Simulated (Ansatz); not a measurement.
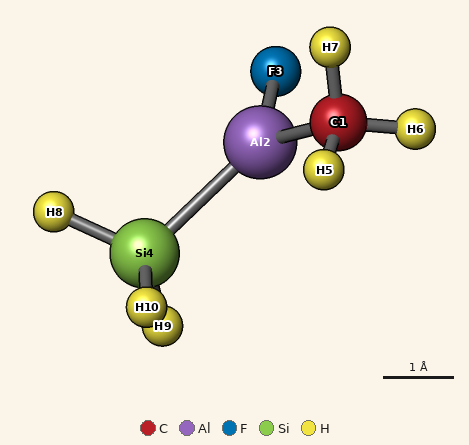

Fig. 1: The structure as given in the input (ball-and-stick view, seen at a tilt; atoms are numbered from 1 in the order of the input). Sticks mark near contacts. Bond lengths as drawn: Al–C 1.94 Å, Al–F 1.77 Å, Al–Si 2.31 Å, C–H 1.11 to 1.15 Å and H–Si 1.45 to 1.53 Å.

## Run report: CH$_{6}$AlFSi, geometry relaxation

CH$_{6}$AlFSi, SMILES [CH3][Al]([F])[SiH3], computed with RKS PBE0-D4/def2-SVP (Ansatz 0.2.0).

It belongs to a series of runs on one base structure; here: end point B relaxed. Figures and captions count atoms from 1; the log counts them from 0 in places.

## The input
```yaml
crystal:
  periodic: [false, false, false]
  atoms:
    - { symbol: C, position_ang: [0.0489, 1.3198, -1.2911] }
    - { symbol: Al, position_ang: [0.7607, 0.2625, 0.1693] }
    - { symbol: F, position_ang: [-0.08429, 0.2616, 1.72506] }
    - { symbol: Si, position_ang: [2.71283, -0.94711, -0.04637] }
    - { symbol: H, position_ang: [0.642, 1.2629, -2.222] }
    - { symbol: H, position_ang: [-1.0238, 1.0232, -1.5373] }
    - { symbol: H, position_ang: [-0.014, 2.4296, -0.9836] }
    - { symbol: H, position_ang: [3.73362, -0.47256, 0.86505] }
    - { symbol: H, position_ang: [2.45522, -2.43786, 0.15961] }
    - { symbol: H, position_ang: [3.22987, -0.82718, -1.47437] }
basis:
  gaussian: { orbitals: def2-SVP }
hamiltonian:
  xc: pbe0
  dispersion: d4
relax:
  f_tol: 0.015
  max_steps: 40
output:
  orbitals: {}
```

Machine: 2 threads of Arm Neoverse V2, 24 GiB of memory available, shared host.

Launch command:
```bash
ansatz run input.yaml --threads 2 --pin off --max-ram 3072MiB --backend cpu --events-out ev --progress --plain --runs-dir out
```

## The program's output
```
The last accepted step is kept in [file] (removed where the run ends without a failure and the disk answers)
Engine: ansatz 0.2.0, aarch64-unknown-linux-gnu
Functional definition: PBE0
  parameter a = 0.25
  parameter kappa = 0.804
  parameter beta = 0.06672455060314922
  exchange = (1 - a)*pbe_x(kappa = kappa, mu = beta*pi^2/3) + a*exact_x
  correlation = pbe_c(beta = beta)
973 factors; integrals over basis functions are off by at most 3.5e-4 eV
mean field evaluation 1: about -18303.8772 eV, gradient 5.3e1 eV
mean field evaluation 2: about -18298.1748 eV, gradient 7.6e1 eV
mean field evaluation 4: about -18309.9392 eV, gradient 2.9e0 eV
mean field evaluation 8: about -18309.9656 eV, gradient 5.1e-2 eV
mean field evaluation 16: about -18309.9656 eV, gradient 1.3e-5 eV
mean field -18309.96561033 eV, -672.8788252393 hartree, gradient 1.3e-5 eV, S^2 0.000000; 0 other end points of the search recorded, 0 dependent functions left out
the calculation of the forces begins
reference -18309.96564116 eV, -672.8788263722 hartree; 24, 24 occupied and 70, 70 virtual orbitals, 973 factors
relax step   1: F+E_penalty+E_count = -18310.11121246 eV  Δ(F+E_penalty+E_count) = +0.000e0 eV  max|allowed force component| = 2.097e0 eV/Å  Δτ_max = 0.0000 Å  (24 SCF iters, accepted)
these checks for a lower state are left out or cut short: starts, cluster_reference, orbital_swaps, neighbouring_geometries, increment
973 factors; integrals over basis functions are off by at most 3.8e-4 eV
mean field -18310.24922480 eV, -672.8892478787 hartree, gradient 9.5e-6 eV, S^2 0.000000; 0 other end points of the search recorded, 0 dependent functions left out
the calculation of the forces begins
reference -18310.24925621 eV, -672.8892490331 hartree; 24, 24 occupied and 70, 70 virtual orbitals, 973 factors
relax step   2: F+E_penalty+E_count = -18310.39141704 eV  Δ(F+E_penalty+E_count) = -2.802e-1 eV  max|allowed force component| = 1.252e0 eV/Å  Δτ_max = 0.1757 Å  (28 SCF iters, accepted)
these checks for a lower state are left out or cut short: starts, cluster_reference, orbital_swaps, neighbouring_geometries, increment
973 factors; integrals over basis functions are off by at most 4.0e-4 eV
mean field -18310.29758296 eV, -672.8910250083 hartree, gradient 6.7e-6 eV, S^2 0.000000; 0 other end points of the search recorded, 0 dependent functions left out
the calculation of the forces begins
reference -18310.29761458 eV, -672.8910261705 hartree; 24, 24 occupied and 70, 70 virtual orbitals, 973 factors
relax step   3: F+E_penalty+E_count = -18310.43984884 eV  Δ(F+E_penalty+E_count) = -4.843e-2 eV  max|allowed force component| = 1.370e-1 eV/Å  Δτ_max = 0.0761 Å  (27 SCF iters, accepted)
these checks for a lower state are left out or cut short: starts, cluster_reference, orbital_swaps, neighbouring_geometries, increment
973 factors; integrals over basis functions are off by at most 4.1e-4 eV
mean field evaluation 32: about -18310.2953 eV, gradient 1.4e-2 eV
mean field -18310.30301945 eV, -672.8912247957 hartree, gradient 5.8e-6 eV, S^2 0.000000; 0 other end points of the search recorded, 0 dependent functions left out
the calculation of the forces begins
reference -18310.30305106 eV, -672.8912259573 hartree; 24, 24 occupied and 70, 70 virtual orbitals, 973 factors
relax step   4: F+E_penalty+E_count = -18310.44533243 eV  Δ(F+E_penalty+E_count) = -5.484e-3 eV  max|allowed force component| = 4.604e-2 eV/Å  Δτ_max = 0.0650 Å  (26 SCF iters, accepted)
these checks for a lower state are left out or cut short: starts, cluster_reference, orbital_swaps, neighbouring_geometries, increment
973 factors; integrals over basis functions are off by at most 4.1e-4 eV
mean field -18310.30399963 eV, -672.8912608165 hartree, gradient 2.5e-5 eV, S^2 0.000000; 0 other end points of the search recorded, 0 dependent functions left out
the calculation of the forces begins
reference -18310.30403122 eV, -672.8912619775 hartree; 24, 24 occupied and 70, 70 virtual orbitals, 973 factors
relax step   5: F+E_penalty+E_count = -18310.44627171 eV  Δ(F+E_penalty+E_count) = -9.393e-4 eV  max|allowed force component| = 2.371e-2 eV/Å  Δτ_max = 0.0189 Å  (22 SCF iters, accepted)
these checks for a lower state are left out or cut short: starts, cluster_reference, orbital_swaps, neighbouring_geometries, increment
973 factors; integrals over basis functions are off by at most 4.1e-4 eV
mean field -18310.30475076 eV, -672.8912884202 hartree, gradient 6.3e-6 eV, S^2 0.000000; 0 other end points of the search recorded, 0 dependent functions left out
the calculation of the forces begins
reference -18310.30478235 eV, -672.8912895810 hartree; 24, 24 occupied and 70, 70 virtual orbitals, 973 factors
relax step   6: F+E_penalty+E_count = -18310.44692272 eV  Δ(F+E_penalty+E_count) = -6.510e-4 eV  max|allowed force component| = 1.794e-2 eV/Å  Δτ_max = 0.0291 Å  (27 SCF iters, accepted)
these checks for a lower state are left out or cut short: starts, cluster_reference, orbital_swaps, neighbouring_geometries, increment
973 factors; integrals over basis functions are off by at most 4.1e-4 eV
mean field -18310.30510567 eV, -672.8913014629 hartree, gradient 1.0e-5 eV, S^2 0.000000; 0 other end points of the search recorded, 0 dependent functions left out
the calculation of the forces begins
reference -18310.30513725 eV, -672.8913026235 hartree; 24, 24 occupied and 70, 70 virtual orbitals, 973 factors
relax step   7: F+E_penalty+E_count = -18310.44713312 eV  Δ(F+E_penalty+E_count) = -2.104e-4 eV  max|allowed force component| = 1.181e-2 eV/Å  Δτ_max = 0.0223 Å  (22 SCF iters, accepted)
973 factors; integrals over basis functions are off by at most 4.1e-4 eV
mean field evaluation 64: about -18310.2962 eV, gradient 4.8e-1 eV
```

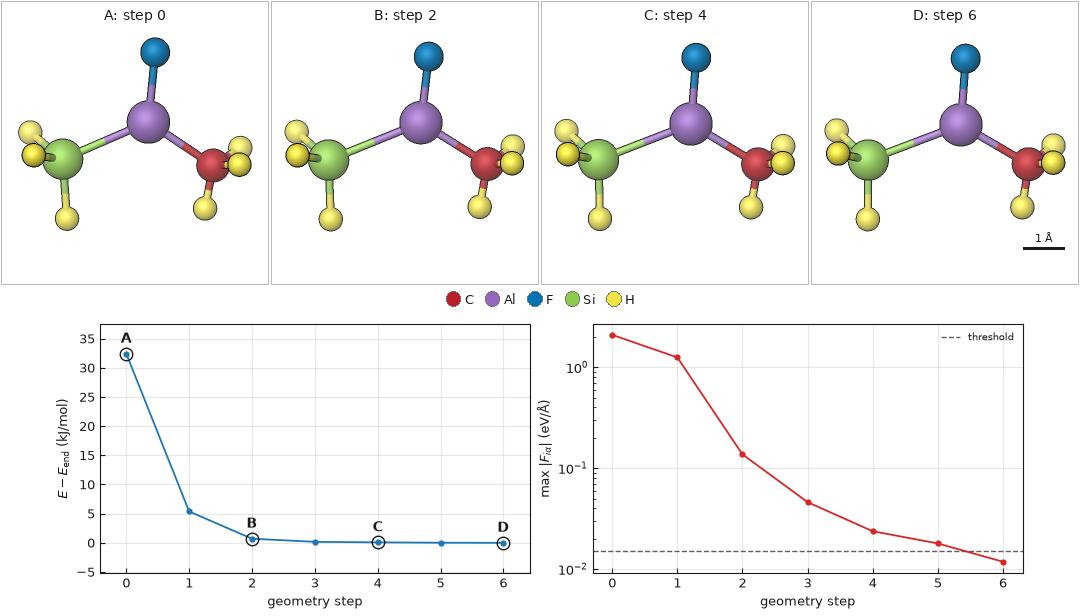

Fig. 2: Frames of the relaxation (ball-and-stick view, seen at a tilt) above the curves, on which the letters mark them (the first geometry is step 0 here and step 1 in the log).

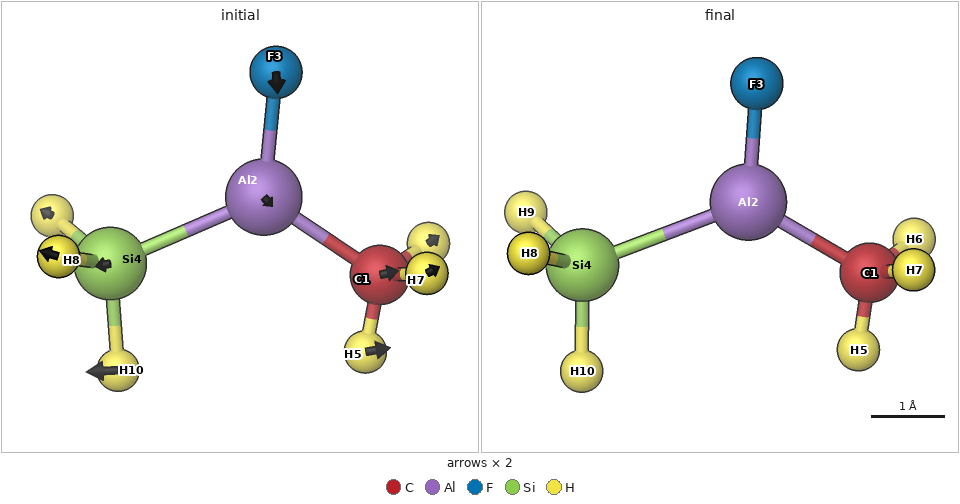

Fig. 3: Before (left) and after (right) the relaxation, at one scale (ball-and-stick view, seen at a tilt). The black arrows give the displacements, magnified 2 times. The energy falls by 32.4 kJ/mol in 6 geometry steps. The largest force component goes from 2.1 to 0.012 eV/Å. H10 moves most after the best rigid fit: 0.23 Å. By element the largest moves are H 0.23 Å, F 0.16 Å, C 0.14 Å, Si 0.11 Å, Al 0.09 Å. Among the contacts that change: Al2–Si4 2.307 → 2.448 Å, Al2–F3 1.770 → 1.675 Å, Si4–H8 1.448 → 1.499 Å, C1–H7 1.153 → 1.103 Å. Among the angles that change: C1–Al2–Si4 121.8° → 127.9°, F3–Al2–Si4 119.1° → 115.2°, H8–Si4–H9 110.7° → 107.4°. (Atoms are counted from 1 in the order of the input.)

```
mean field -18310.30510567 eV, -672.8913014629 hartree, gradient 1.0e-5 eV, S^2 0.000000; 1 other end points of the search recorded, 0 dependent functions left out
the calculation of the forces begins
reference -18310.30513725 eV, -672.8913026235 hartree; 24, 24 occupied and 70, 70 virtual orbitals, 973 factors
Total energy: -18310.44716470 eV, -672.8965220358 hartree
Atom 0 at    -0.060004     1.405871    -1.297873 Å, force    -0.000913    -0.003267    -0.011814 eV/Å
Atom 1 at     0.747355     0.311906     0.091376 Å, force    -0.007501     0.005094    -0.000985 eV/Å
Atom 2 at    -0.031342     0.271015     1.573572 Å, force     0.000346     0.000072    -0.000011 eV/Å
Atom 3 at     2.789494    -1.031595    -0.049377 Å, force     0.008094    -0.006887     0.002319 eV/Å
Atom 4 at     0.494319     1.367048    -2.248636 Å, force    -0.001024     0.004645     0.001899 eV/Å
Atom 5 at    -1.096514     1.083154    -1.495431 Å, force     0.002012    -0.001125     0.006181 eV/Å
Atom 6 at    -0.114839     2.460939    -0.979388 Å, force     0.002026    -0.001698     0.002699 eV/Å
Atom 7 at     3.813399    -0.564799     0.940755 Å, force    -0.000170     0.000897     0.000206 eV/Å
Atom 8 at     2.511376    -2.475373     0.241535 Å, force    -0.001138     0.001355    -0.000634 eV/Å
Atom 9 at     3.407808    -0.953275    -1.412253 Å, force    -0.001732     0.000914     0.000140 eV/Å
Dipole moment:     0.002808     0.130436    -0.342051 e Å
```

## Trajectory as extended XYZ (Å, eV, eV/Å), 7 frames, from step=1 to step=7
```
10
Properties=species:S:1:pos:R:3:forces:R:3 step=1 energy=-18310.11121
C     0.0489    1.3198   -1.2911   -1.2798   1.1781   0.1340
Al    0.7607    0.2625    0.1693   -2.0967   0.7679   1.8342
F    -0.0843    0.2616    1.7251    1.0214   0.0112  -1.9523
Si    2.7128   -0.9471   -0.0464    0.4695  -1.5312  -1.0213
H     0.6420    1.2629   -2.2220   -0.0527  -0.0277   0.1538
H    -1.0238    1.0232   -1.5373    1.0136   0.2741   0.2004
H    -0.0140    2.4296   -0.9836    0.0939  -1.3298  -0.3943
H     3.7336   -0.4726    0.8650    0.7556   0.1816   0.5949
H     2.4552   -2.4379    0.1596    0.1702   0.4306   0.0596
H     3.2299   -0.8272   -1.4744   -0.0952   0.0453   0.3910
10
Properties=species:S:1:pos:R:3:forces:R:3 step=2 energy=-18310.39142
C    -0.0379    1.3851   -1.3026   -0.3289   0.3844  -0.0233
Al    0.7427    0.3059    0.1105   -0.7884   0.0350   1.2525
F    -0.0820    0.2720    1.6258    0.5900   0.0454  -1.1323
Si    2.7718   -1.0183   -0.0160    0.0490  -0.3031  -0.3302
H     0.5401    1.3285   -2.2392   -0.0195   0.0055   0.0050
H    -1.0871    1.0913   -1.5299    0.3173   0.0100   0.0943
H    -0.0875    2.4598   -1.0023    0.0671  -0.4065  -0.0786
H     3.8548   -0.5934    0.9051    0.1330   0.1505   0.1795
H     2.5525   -2.4876    0.2325   -0.0562   0.1439  -0.0394
H     3.2936   -0.8685   -1.4195    0.0367  -0.0651   0.0724
10
Properties=species:S:1:pos:R:3:forces:R:3 step=3 energy=-18310.43985
C    -0.0409    1.3844   -1.2866    0.1072  -0.0663  -0.0638
Al    0.7237    0.3081    0.1391   -0.0062   0.0114  -0.0143
F    -0.1106    0.3119    1.5942    0.1122  -0.0577  -0.0481
Si    2.7851   -1.0238   -0.0502   -0.0272   0.0792   0.0594
H     0.5405    1.3266   -2.2204   -0.0050  -0.0071   0.0055
H    -1.0729    1.0762   -1.5102   -0.1011  -0.0440  -0.0084
H    -0.0890    2.4414   -0.9881   -0.0078   0.1370   0.0499
H     3.8462   -0.5649    0.9087   -0.0543  -0.0299  -0.0222
H     2.5237   -2.4742    0.2112    0.0115  -0.0306   0.0212
H     3.3553   -0.9108   -1.4334   -0.0294   0.0080   0.0208
10
Properties=species:S:1:pos:R:3:forces:R:3 step=4 energy=-18310.44533
C    -0.0482    1.3956   -1.2970    0.0388  -0.0143  -0.0132
Al    0.7361    0.3125    0.1136    0.0425  -0.0283  -0.0341
F    -0.0553    0.2785    1.5868   -0.0318   0.0074   0.0460
Si    2.7820   -1.0282   -0.0381   -0.0056   0.0457  -0.0265
H     0.5223    1.3467   -2.2381   -0.0070  -0.0033   0.0104
H    -1.0823    1.0784   -1.5087   -0.0328  -0.0124  -0.0007
H    -0.1001    2.4526   -0.9886   -0.0074   0.0408   0.0132
H     3.8338   -0.5675    0.9272   -0.0260  -0.0088  -0.0139
H     2.5228   -2.4793    0.2280   -0.0042  -0.0067   0.0113
H     3.3500   -0.9144   -1.4208    0.0334  -0.0201   0.0074
10
Properties=species:S:1:pos:R:3:forces:R:3 step=5 energy=-18310.44627
C    -0.0498    1.3972   -1.2967   -0.0048   0.0124   0.0074
Al    0.7365    0.3113    0.1110    0.0144  -0.0053  -0.0168
F    -0.0521    0.2777    1.5873   -0.0088   0.0030   0.0095
Si    2.7816   -1.0269   -0.0431    0.0065   0.0018  -0.0237
H     0.5186    1.3486   -2.2387   -0.0030  -0.0013   0.0021
H    -1.0853    1.0791   -1.5064    0.0004   0.0005   0.0033
H    -0.1020    2.4552   -0.9870   -0.0036  -0.0060  -0.0005
H     3.8265   -0.5663    0.9273   -0.0062   0.0046   0.0071
H     2.5208   -2.4770    0.2302   -0.0067  -0.0007   0.0062
H     3.3662   -0.9240   -1.4197    0.0117  -0.0090   0.0054
10
Properties=species:S:1:pos:R:3:forces:R:3 step=6 energy=-18310.44692
C    -0.0552    1.4017   -1.2964   -0.0044   0.0015  -0.0098
Al    0.7437    0.3105    0.0998   -0.0173   0.0170  -0.0082
F    -0.0406    0.2745    1.5787   -0.0013  -0.0034   0.0102
Si    2.7858   -1.0289   -0.0477    0.0179  -0.0137  -0.0024
H     0.5052    1.3576   -2.2431    0.0011   0.0057  -0.0042
H    -1.0913    1.0815   -1.5000    0.0008  -0.0027   0.0081
H    -0.1090    2.4582   -0.9825    0.0021  -0.0034   0.0031
H     3.8179   -0.5650    0.9351   -0.0013   0.0032   0.0016
H     2.5144   -2.4750    0.2368   -0.0023  -0.0009   0.0002
H     3.3901   -0.9403   -1.4163    0.0046  -0.0033   0.0013
10
Properties=species:S:1:pos:R:3:forces:R:3 step=7 energy=-18310.44713
C    -0.0600    1.4059   -1.2979   -0.0009  -0.0033  -0.0118
Al    0.7474    0.3119    0.0914   -0.0075   0.0051  -0.0010
F    -0.0313    0.2710    1.5736    0.0003   0.0001   0.0000
Si    2.7895   -1.0316   -0.0494    0.0081  -0.0069   0.0023
H     0.4943    1.3670   -2.2486   -0.0010   0.0046   0.0019
H    -1.0965    1.0832   -1.4954    0.0020  -0.0011   0.0062
H    -0.1148    2.4609   -0.9794    0.0020  -0.0017   0.0027
H     3.8134   -0.5648    0.9408   -0.0002   0.0009   0.0002
H     2.5114   -2.4754    0.2415   -0.0011   0.0014  -0.0006
H     3.4078   -0.9533   -1.4123   -0.0017   0.0009   0.0001
```

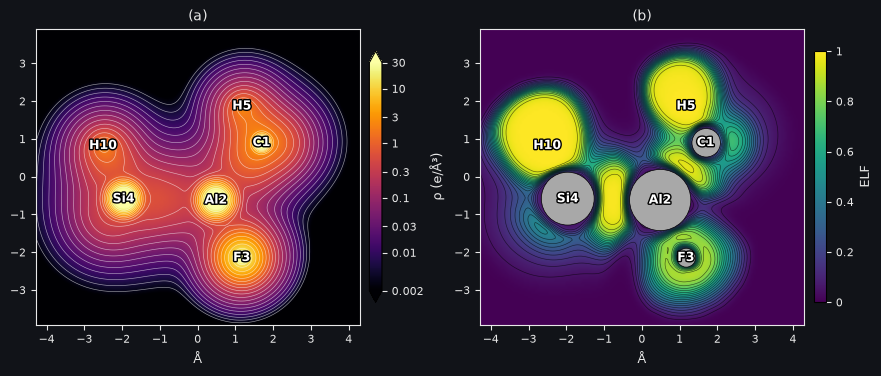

Fig. 4: (a) electron density; (b) ELF on the plane of atoms Al2, Si4 and H10. Grey discs, where drawn, cover atomic cores. The section cuts through C, Al, F, Si and H sites. Al–F (1.67 Å): ρ is about 0.77 e/Å³ halfway; the ELF peaks at about 0.85 in the valence shell of F, 0.6 Å from its nucleus, and is about 0.30 at the midpoint. Al–Si (2.45 Å): ρ is about 0.52 e/Å³ halfway; the ELF peaks at about 1 between the atoms, which marks a shared electron pair. C–H (1.10 Å): ρ is about 1.8 e/Å³ halfway; the ELF climbs to about 1 towards the hydrogen, as it does in any bond to H (a covalent bond by its length). Si–H (1.50 Å): ρ is about 0.73 e/Å³ halfway; the ELF climbs to about 1 towards the hydrogen.

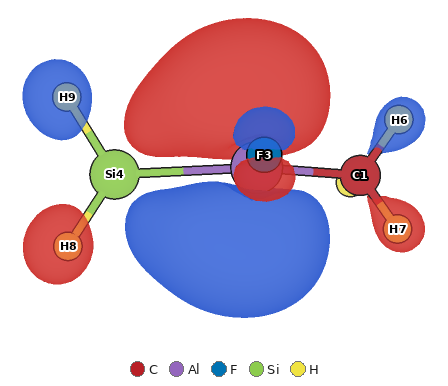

Fig. 5: The LUMO at ±0.1 Å⁻³ᐟ² (blue and red are the two phases), seen from the side. By Hirshfeld shares it lies mainly on Al2 (60 %) and Si4 (20 %). Its energy is −1.35 eV.

## Results in brief

- outcome: converged
- total energy: −18310.4472 eV
- mean-field energy: −18310.3051 eV
- largest force (length of the vector) at the end: 0.012 eV/Å
- wall time: 15 s (CPU time 28 s)
- peak memory: 0.18 GiB
